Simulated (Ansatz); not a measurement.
Run report: B$_{2}$SiNH$_{6}$F, geometry relaxation (part 1 of 2)

The run: geometry relaxation of B$_{2}$SiNH$_{6}$F. Method and program: RKS PBE-D4/def2-SVP (Ansatz 0.2.0).

The geometry: force-field start. Figures and captions count atoms from 1; the log counts them from 0 in places.

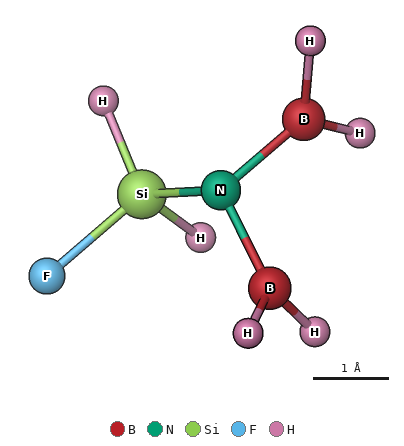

The structure as given in the input (ball-and-stick view, seen at a tilt). Bond lengths as drawn: B–H 1.15 to 1.25 Å, B–N 1.50 to 1.51 Å, F–Si 1.71 Å, H–Si 1.40 to 1.54 Å and N–Si 1.76 Å.

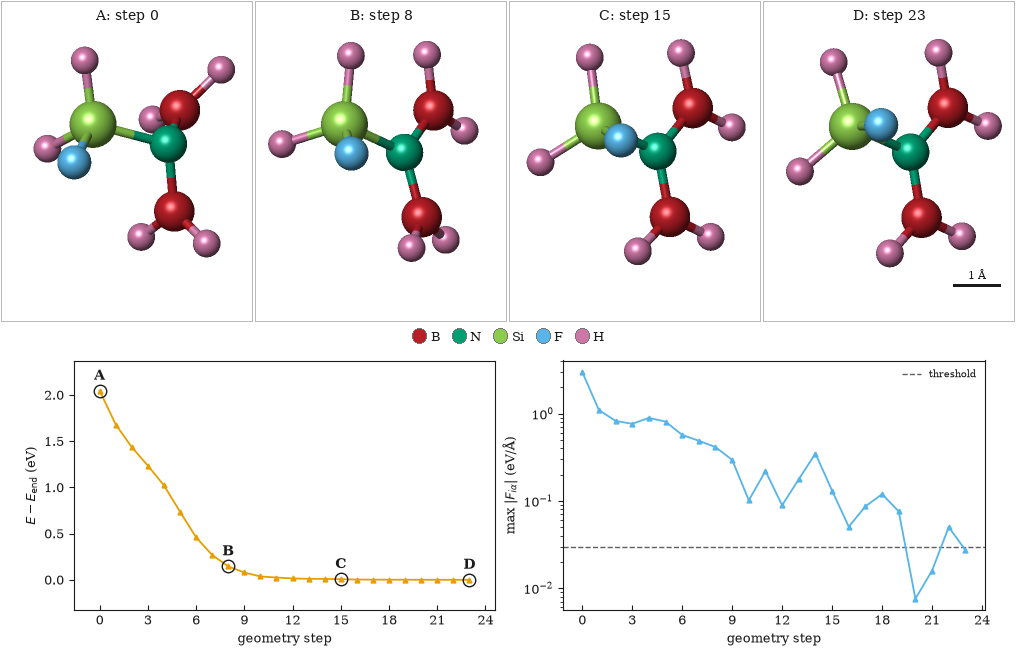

Frames of the relaxation (ball-and-stick view, seen at a tilt) above the curves, on which the letters mark them (the first geometry is step 0 here and step 1 in the log).

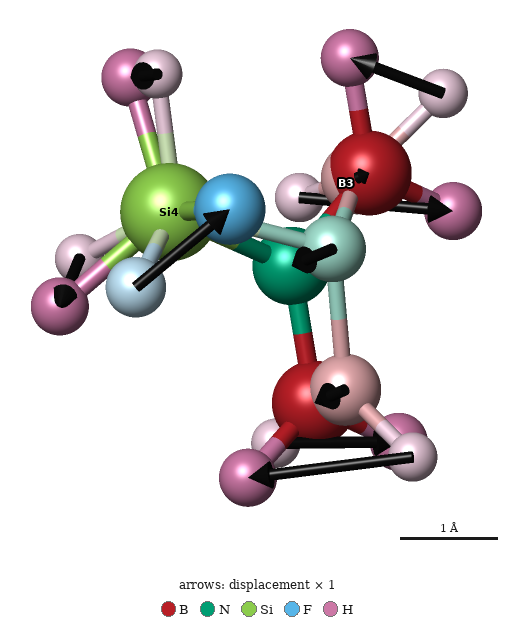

Start (faint) and end (solid) with the displacements as black arrows, at true length (ball-and-stick view, seen at a tilt). The two geometries are laid on each other by the best rigid fit. H7 moves most after the best rigid fit: 1.76 Å. Largest moves by element: H 1.76 Å, F 1.27 Å, N 0.70 Å, B 0.47 Å, Si 0.12 Å. Among the contacts that change: Si4–H10 1.404 → 1.495 Å, Si4–F5 1.707 → 1.637 Å, N2–B3 1.507 → 1.442 Å, B3–H9 1.150 → 1.214 Å. Among the angles that change: B1–N2–B3 105.8° → 121.5°, B3–N2–Si4 106.7° → 120.0°, B1–N2–Si4 112.2° → 118.4°. After 23 geometry steps the energy has fallen by 2.045 eV. Largest force component: 3 eV/Å at the start, 0.027 eV/Å at the end. (Atoms are counted from 1 in the order of the input.)

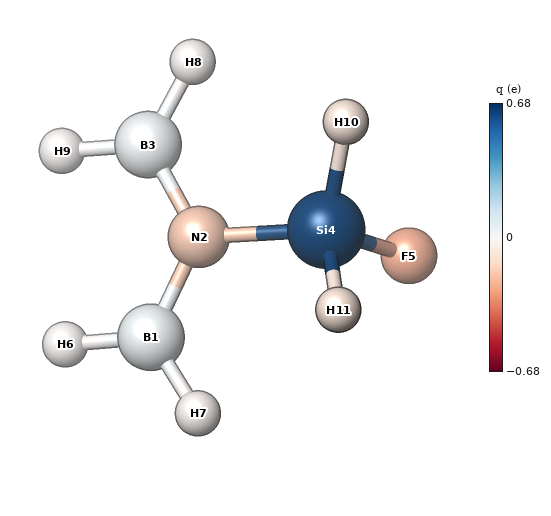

Mulliken charges, as the colour of each atom (ball-and-stick view, seen at a tilt; atoms are numbered from 1 in the order of the input; Mulliken charges depend strongly on the basis). By element: B +0.04, N −0.19, Si +0.65, F −0.29 and H −0.08 to −0.02 e.

The input and output of the run follow.

**The input**
```yaml
crystal:
  periodic: [false, false, false]
  atoms:
    - {symbol: B, position_ang: [-0.523100, 0.385600, 1.406400]}
    - {symbol: N, position_ang: [0.485900, 0.376400, 0.299900]}
    - {symbol: B, position_ang: [1.164800, -0.966700, 0.374100]}
    - {symbol: Si, position_ang: [-0.268800, 0.474600, -1.290300]}
    - {symbol: F, position_ang: [-1.115800, 1.947000, -1.460000]}
    - {symbol: H, position_ang: [-1.431600, -0.366400, 1.449700]}
    - {symbol: H, position_ang: [-0.558600, 1.338300, 2.156400]}
    - {symbol: H, position_ang: [2.413500, -0.987600, 0.466000]}
    - {symbol: H, position_ang: [0.597700, -1.966400, 0.340400]}
    - {symbol: H, position_ang: [0.646700, 0.325400, -2.344700]}
    - {symbol: H, position_ang: [-1.345500, -0.617200, -1.377400]}
basis:
  gaussian: {orbitals: def2-SVP}
hamiltonian: {xc: pbe, dispersion: d4}
relax: {f_tol: 0.03, max_steps: 200}
```

Command:
```bash
ansatz run in.yaml --threads 4 --pin off --events-out ev --progress --plain --max-ram 10444MiB
```

**Log**
```
Functional definition: PBE
  name "PBE"
  cite "Perdew, Burke & Ernzerhof, Phys. Rev. Lett. 77, 3865 (1996) doi:10.1103/PhysRevLett.77.3865"
  parent pbe
  parameter kappa = 0.804
  parameter beta = 0.06672455060314922
  exchange = pbe_x(kappa = kappa, mu = beta*pi^2/3)
  correlation = pbe_c(beta = beta)
1172 factors; their error is unknown
mean field evaluation 1: about -13510.2363 eV, gradient 5.9e1 eV
mean field evaluation 2: about -13473.1478 eV, gradient 1.2e2 eV
mean field evaluation 4: about -13517.4182 eV, gradient 1.4e1 eV
mean field evaluation 8: about -13517.7313 eV, gradient 1.5e-1 eV
mean field evaluation 16: about -13517.6673 eV, gradient 1.4e-4 eV
mean field -13517.66728644 eV, -496.7651101727 hartree, gradient 3.2e-5 eV, S^2 0.000000; 0 other end points of the search recorded, 0 dependent functions left out
the calculation of the forces begins
reference -13517.66732538 eV, -496.7651116037 hartree; 23, 23 occupied and 81, 81 virtual orbitals, 1172 factors
relax step   1: F+E_penalty+E_count = -13517.89336650 eV  Δ(F+E_penalty+E_count) = +0.000e0 eV  max|allowed force component| = 3.020e0 eV/Å  Δτ_max = 0.0000 Å  (28 SCF iters, accepted)
these checks for a lower state are left out or cut short: starts, cluster_reference, orbital_swaps, neighbouring_geometries, increment
1172 factors; their error is unknown
mean field -13518.03169622 eV, -496.7785019851 hartree, gradient 9.7e-6 eV, S^2 0.000000; 0 other end points of the search recorded, 0 dependent functions left out
[... from here on the field's lines of each further geometry are left out, up to the last ...]
relax step   2: F+E_penalty+E_count = -13518.25854932 eV  Δ(F+E_penalty+E_count) = -3.652e-1 eV  max|allowed force component| = 1.103e0 eV/Å  Δτ_max = 0.1988 Å  (28 SCF iters, accepted)
relax step   3: F+E_penalty+E_count = -13518.50407303 eV  Δ(F+E_penalty+E_count) = -2.455e-1 eV  max|allowed force component| = 8.266e-1 eV/Å  Δτ_max = 0.1971 Å  (29 SCF iters, accepted)
relax step   4: F+E_penalty+E_count = -13518.70388983 eV  Δ(F+E_penalty+E_count) = -1.998e-1 eV  max|allowed force component| = 7.657e-1 eV/Å  Δτ_max = 0.1957 Å  (28 SCF iters, accepted)
relax step   5: F+E_penalty+E_count = -13518.91704069 eV  Δ(F+E_penalty+E_count) = -2.132e-1 eV  max|allowed force component| = 8.950e-1 eV/Å  Δτ_max = 0.2000 Å  (29 SCF iters, accepted)
relax step   6: F+E_penalty+E_count = -13519.20192514 eV  Δ(F+E_penalty+E_count) = -2.849e-1 eV  max|allowed force component| = 8.119e-1 eV/Å  Δτ_max = 0.1940 Å  (36 SCF iters, accepted)
relax step   7: F+E_penalty+E_count = -13519.47980659 eV  Δ(F+E_penalty+E_count) = -2.779e-1 eV  max|allowed force component| = 5.709e-1 eV/Å  Δτ_max = 0.1995 Å  (34 SCF iters, accepted)
relax step   8: F+E_penalty+E_count = -13519.67033326 eV  Δ(F+E_penalty+E_count) = -1.905e-1 eV  max|allowed force component| = 4.897e-1 eV/Å  Δτ_max = 0.1951 Å  (29 SCF iters, accepted)
relax step   9: F+E_penalty+E_count = -13519.79346762 eV  Δ(F+E_penalty+E_count) = -1.231e-1 eV  max|allowed force component| = 4.141e-1 eV/Å  Δτ_max = 0.2000 Å  (28 SCF iters, accepted)
relax step  10: F+E_penalty+E_count = -13519.85937698 eV  Δ(F+E_penalty+E_count) = -6.591e-2 eV  max|allowed force component| = 2.957e-1 eV/Å  Δτ_max = 0.2000 Å  (28 SCF iters, accepted)
relax step  11: F+E_penalty+E_count = -13519.90240234 eV  Δ(F+E_penalty+E_count) = -4.303e-2 eV  max|allowed force component| = 1.016e-1 eV/Å  Δτ_max = 0.2000 Å  (28 SCF iters, accepted)
relax step  12: F+E_penalty+E_count = -13519.91396458 eV  Δ(F+E_penalty+E_count) = -1.156e-2 eV  max|allowed force component| = 2.203e-1 eV/Å  Δτ_max = 0.2000 Å  (27 SCF iters, accepted)
relax step  13: F+E_penalty+E_count = -13519.92363130 eV  Δ(F+E_penalty+E_count) = -9.667e-3 eV  max|allowed force component| = 8.906e-2 eV/Å  Δτ_max = 0.0830 Å  (29 SCF iters, accepted)
relax step  14: F+E_penalty+E_count = -13519.92815434 eV  Δ(F+E_penalty+E_count) = -4.523e-3 eV  max|allowed force component| = 1.774e-1 eV/Å  Δτ_max = 0.0989 Å  (29 SCF iters, accepted)
relax step  15: F+E_penalty+E_count = -13519.92873609 eV  Δ(F+E_penalty+E_count) = -5.817e-4 eV  max|allowed force component| = 3.492e-1 eV/Å  Δτ_max = 0.1952 Å  (26 SCF iters, accepted)
relax step  16: F+E_penalty+E_count = -13519.93190940 eV  Δ(F+E_penalty+E_count) = -3.173e-3 eV  max|allowed force component| = 1.307e-1 eV/Å  Δτ_max = 0.0525 Å  (29 SCF iters, accepted)
relax step  17: F+E_penalty+E_count = -13519.93586524 eV  Δ(F+E_penalty+E_count) = -3.956e-3 eV  max|allowed force component| = 5.067e-2 eV/Å  Δτ_max = 0.0799 Å  (29 SCF iters, accepted)
relax step  18: F+E_penalty+E_count = -13519.93664548 eV  Δ(F+E_penalty+E_count) = -7.802e-4 eV  max|allowed force component| = 8.655e-2 eV/Å  Δτ_max = 0.0629 Å  (29 SCF iters, accepted)
relax step  19: F+E_penalty+E_count = -13519.93736636 eV  Δ(F+E_penalty+E_count) = -7.209e-4 eV  max|allowed force component| = 1.196e-1 eV/Å  Δτ_max = 0.0686 Å  (29 SCF iters, accepted)
relax step  20: F+E_penalty+E_count = -13519.93781723 eV  Δ(F+E_penalty+E_count) = -4.509e-4 eV  max|allowed force component| = 7.568e-2 eV/Å  Δτ_max = 0.0147 Å  (31 SCF iters, accepted)
relax step  21: F+E_penalty+E_count = -13519.93826969 eV  Δ(F+E_penalty+E_count) = -4.525e-4 eV  max|allowed force component| = 7.556e-3 eV/Å  Δτ_max = 0.0262 Å  (31 SCF iters, accepted)
relax step  22: F+E_penalty+E_count = -13519.93854355 eV  Δ(F+E_penalty+E_count) = -2.739e-4 eV  max|allowed force component| = 1.588e-2 eV/Å  Δτ_max = 0.0487 Å  (29 SCF iters, accepted)
relax step  23: F+E_penalty+E_count = -13519.93866660 eV  Δ(F+E_penalty+E_count) = -1.230e-4 eV  max|allowed force component| = 5.013e-2 eV/Å  Δτ_max = 0.0599 Å  (30 SCF iters, accepted)
the calculation of the forces begins
reference -13519.71458524 eV, -496.8403470157 hartree; 23, 23 occupied and 81, 81 virtual orbitals, 1172 factors
relax step  24: F+E_penalty+E_count = -13519.93875798 eV  Δ(F+E_penalty+E_count) = -9.138e-5 eV  max|allowed force component| = 2.728e-2 eV/Å  Δτ_max = 0.0040 Å  (22 SCF iters, accepted)
1172 factors; their error is unknown
mean field evaluation 192: about -13519.7145 eV, gradient 1.9e-2 eV
mean field -13519.71454618 eV, -496.8403455805 hartree, gradient 1.9e-5 eV, S^2 0.000000; 1 other end points of the search recorded, 0 dependent functions left out
the calculation of the forces begins
reference -13519.71458524 eV, -496.8403470157 hartree; 23, 23 occupied and 81, 81 virtual orbitals, 1172 factors
Total energy: -13519.93879703 eV, -496.8485866471 hartree
Atom 0 at    -0.917007     0.011687     1.304641 Å, force    -0.006163    -0.004722    -0.011854 eV/Å
Atom 1 at     0.040168    -0.181449     0.243089 Å, force     0.011706    -0.009912     0.017310 eV/Å
Atom 2 at     1.245889    -0.946310     0.444297 Å, force    -0.004040     0.010660    -0.008724 eV/Å
Atom 3 at    -0.252176     0.626710    -1.319637 Å, force     0.003073     0.020073    -0.016922 eV/Å
Atom 4 at     0.261915     2.176911    -1.210701 Å, force    -0.007736    -0.027280    -0.002750 eV/Å
Atom 5 at    -0.724161    -0.504864     2.386220 Å, force     0.002436     0.003061     0.001629 eV/Å
Atom 6 at    -1.905469     0.692748     1.096194 Å, force     0.002013    -0.000474     0.000904 eV/Å
Atom 7 at     2.050023    -1.045938    -0.464992 Å, force    -0.004579    -0.002755     0.003551 eV/Å
Atom 8 at     1.439387    -1.478147     1.518391 Å, force     0.000751    -0.000622     0.001777 eV/Å
Atom 9 at     0.547815    -0.057621    -2.381008 Å, force    -0.011789     0.010574     0.013037 eV/Å
Atom 10 at    -1.721185     0.649273    -1.595993 Å, force     0.014329     0.001397     0.002042 eV/Å
Dipole moment:    -0.107427    -0.170911    -0.152302 e Å
```

**Trajectory as extended XYZ (Å, eV, eV/Å), 24 frames, from step=1 to step=24**
```
11
Properties=species:S:1:pos:R:3:forces:R:3 step=1 energy=-13517.89337
B    -0.5231    0.3856    1.4064    0.4598   1.2126  -1.3615
N     0.4859    0.3764    0.2999    0.1972  -0.9874   0.9036
B     1.1648   -0.9667    0.3741    1.4046   2.3766  -0.0550
Si   -0.2688    0.4746   -1.2903   -3.0200   1.1377   1.1849
F    -1.1158    1.9470   -1.4600    1.1367  -1.5591   0.3214
H    -1.4316   -0.3664    1.4497   -0.4415  -1.1078   0.2431
H    -0.5586    1.3383    2.1564    0.2611   0.0337   0.1227
H     2.4135   -0.9876    0.4660   -0.6747   0.0739  -0.2189
H     0.5977   -1.9664    0.3404   -1.0810  -1.5909   0.2273
H     0.6467    0.3254   -2.3447    1.4708  -0.0261  -1.2930
H    -1.3455   -0.6172   -1.3774    0.2871   0.4366  -0.0744
11
Properties=species:S:1:pos:R:3:forces:R:3 step=2 energy=-13518.25855
B    -0.5954    0.4511    1.3101    0.6688  -1.0054   0.5806
N     0.4715    0.3734    0.2819   -0.3553  -0.4090   0.2425
B     1.1534   -0.9452    0.3790    0.1833   0.8249   0.1681
Si   -0.2949    0.4619   -1.3029   -1.0113   1.1032   0.0455
F    -1.0557    1.9517   -1.4350    0.5431  -1.0360   0.2021
H    -1.3470   -0.5249    1.5347    0.1969   0.4768  -0.2559
H    -0.5319    1.3389    2.1523   -0.2721   0.1843  -0.4608
H     2.3843   -0.9559    0.3948   -0.2880   0.0222  -0.2691
H     0.5442   -1.9811    0.4847   -0.2280  -0.2788   0.2284
H     0.7141    0.3587   -2.3559    0.4726  -0.0762  -0.4002
H    -1.3774   -0.5856   -1.4232    0.0901   0.1939  -0.0813
11
Properties=species:S:1:pos:R:3:forces:R:3 step=3 energy=-13518.50407
B    -0.5973    0.4035    1.3277    0.2751  -0.4933   0.4636
N     0.4600    0.3412    0.3031   -0.4353  -0.6006  -0.1140
B     1.1667   -0.9512    0.3832    0.0102   0.2749   0.2564
Si   -0.2716    0.4774   -1.2980   -0.4144   0.8266  -0.0885
F    -1.0391    1.9389   -1.3771    0.4368  -0.2399   0.0321
H    -1.3104   -0.5845    1.5718    0.2209   0.3506  -0.1112
H    -0.6464    1.3873    2.0571   -0.1565  -0.0247  -0.3350
H     2.3816   -0.9663    0.2015   -0.2826  -0.0211  -0.2655
H     0.5641   -1.9785    0.6808    0.1402   0.1250   0.2025
H     0.7772    0.3378   -2.3467    0.1143   0.0122  -0.0128
H    -1.4197   -0.4628   -1.4829    0.0912  -0.2095  -0.0277
11
Properties=species:S:1:pos:R:3:forces:R:3 step=4 energy=-13518.70389
B    -0.6056    0.3565    1.3551    0.0238   0.2609   0.3268
N     0.4206    0.2963    0.3113   -0.4328  -0.7657  -0.2758
B     1.1676   -0.9604    0.3947    0.1838  -0.1076   0.1432
Si   -0.2663    0.5050   -1.3051    0.0409   0.4258  -0.0634
F    -0.9914    1.9723   -1.3537    0.2547   0.1364  -0.0485
H    -1.2884   -0.6230    1.6238    0.1192   0.0653   0.0805
H    -0.7303    1.4133    1.9824   -0.0611  -0.3133  -0.2666
H     2.3524   -0.9723    0.0091   -0.6380  -0.0943  -0.0477
H     0.6137   -1.9749    0.8700    0.4669   0.5023   0.0348
H     0.8222    0.3366   -2.3266   -0.0566   0.0760   0.1208
H    -1.4293   -0.4063   -1.5405    0.0992  -0.1858  -0.0041
11
Properties=species:S:1:pos:R:3:forces:R:3 step=5 energy=-13518.91704
B    -0.6282    0.3138    1.3845   -0.0500   0.6479   0.4154
N     0.3461    0.2352    0.3004   -0.5368  -0.8950  -0.3937
B     1.1504   -0.9741    0.3959    0.3563  -0.3786   0.1445
Si   -0.2648    0.5347   -1.3366    0.2453   0.2904   0.0590
F    -0.9241    2.0271   -1.3673    0.1667   0.2328  -0.0770
H    -1.2081   -0.6776    1.7986    0.1536   0.0348   0.0528
H    -0.8167    1.4283    1.9066   -0.0582  -0.5008  -0.3051
H     2.2953   -0.9819   -0.1288   -0.8405  -0.1145   0.1657
H     0.6827   -1.9665    1.0214    0.5790   0.7126  -0.2200
H     0.8700    0.3479   -2.3080   -0.1151   0.0937   0.1338
H    -1.4375   -0.3440   -1.6463    0.0997  -0.1233   0.0246
11
Properties=species:S:1:pos:R:3:forces:R:3 step=6 energy=-13519.20192
B    -0.6459    0.2802    1.4213   -0.3555   0.4862   0.1896
N     0.2520    0.1402    0.2805   -0.4984  -0.8119  -0.2393
B     1.1353   -1.0017    0.3986    0.3097  -0.4294   0.1419
Si   -0.2650    0.5702   -1.3692    0.2319   0.2234   0.3083
F    -0.8373    2.1018   -1.3739    0.1486   0.0170  -0.0575
H    -1.1345   -0.7141    1.9743    0.3923   0.3825  -0.0517
H    -0.9194    1.4395    1.8000    0.0070  -0.6381  -0.2083
H     2.2080   -1.0070   -0.2500   -0.6899  -0.1182   0.2340
H     0.8079   -1.9518    1.1639    0.4533   0.7623  -0.3852
H     0.9027    0.3782   -2.2933   -0.0824   0.0865   0.0796
H    -1.4385   -0.2923   -1.7318    0.0834   0.0398  -0.0114
```
